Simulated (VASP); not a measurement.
Energy against volume of Al3Sc (L1_2). Method: PBEsol GGA, VASP's PBE PAW potentials (set 64) (plane waves; VASP).

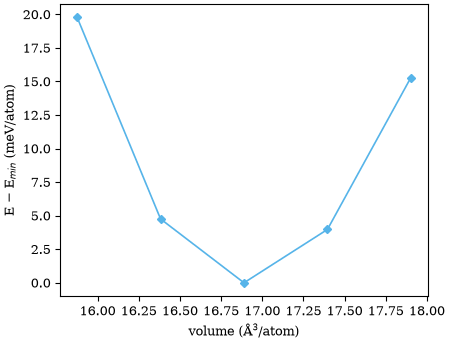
Figure: Energy against volume

**Question.** Estimate the equilibrium volume and the bulk modulus.

**Answer.** The minimum lies near 16.9 Å³/atom, and the curvature gives B0 of about 91 GPa.

Measured: a 4.103 Å (computed value off by -0.7 %), as given by A Combined Experimental and First-Principles Based Assessment of Finite-Temperature Thermodynamic Properties of …. The calculation is for a static lattice, while the measured a holds thermal and zero-point effects, which are part of the difference.

The compound is Al3Sc in the L1_2 structure. It was relaxed first.
